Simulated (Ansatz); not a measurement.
Cost and result by functional for the surface energy of the (321) surface of fcc Pd in its 1x1 cell, outermost plane spacing 0.53 Å in the ideal cut, in Ansatz (plane waves, PAW). Single points on the PBE structure, on one kind of machine; costs are rough ratios of the slab run's core time (references not counted) to the cheapest single point. r2SCAN's cost holds its higher cutoff (500 against 420 eV). Differences are taken against r2SCAN for comparison alone: no measured value is at hand, so the table doesn't rank accuracy.

Model: 20-atom slab, 10.0 Å thick at the start (thin: gaps and levels are the slab's own), 8x6x1 mesh, Fermi-Dirac 0.1 eV, dipole correction, all atoms relaxed; symmetry of the start imposed; no spin, no spin-orbit, no U. These notes are the PBE run's.

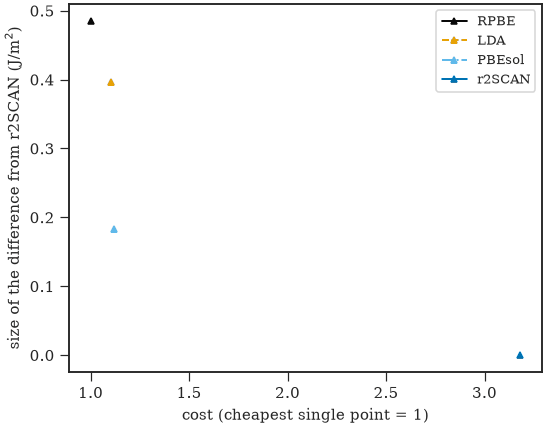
Figure: Difference from r2SCAN against cost

```
functional                     relative cost  surface energy (J/m²)  less r2SCAN (J/m²)
-----------------------------  -------------  ---------------------  ------------------
RPBE                                       1                   1.33               -0.49
LDA                                        1                   2.21                0.40
PBEsol                                     1                   1.99                0.18
r2SCAN                                     3                   1.81                0.00
PBE (the relaxed run's value)              –                   1.60               -0.21
```

The values span 0.88 J/m², while the single points' costs differ by a factor of roughly 3. Differences are of unrounded values.

Ansatz is a program for electronic structure.
